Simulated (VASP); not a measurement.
Band structure of Pb (fcc). Level of theory: vdW-DF-cx, VASP's PBE PAW potentials (set 64) (plane waves; VASP).

Unless said otherwise, spin-orbit coupling is left out, though it shifts the bands of the heavy elements here.

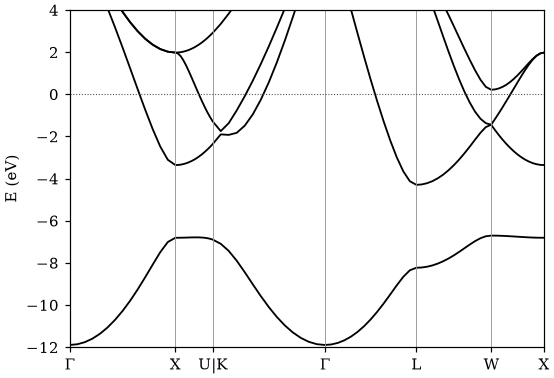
*Bands along high-symmetry lines, zero at the valence-band maximum or, without a gap, the Fermi level*

**Question.** Read the plot: is there a gap, and where are the band edges?

**Answer.** It has no gap at this level: it comes out as a metal or semimetal. (Edges off the drawn lines would not show.)

The compound is Pb in the fcc structure. It was relaxed first.
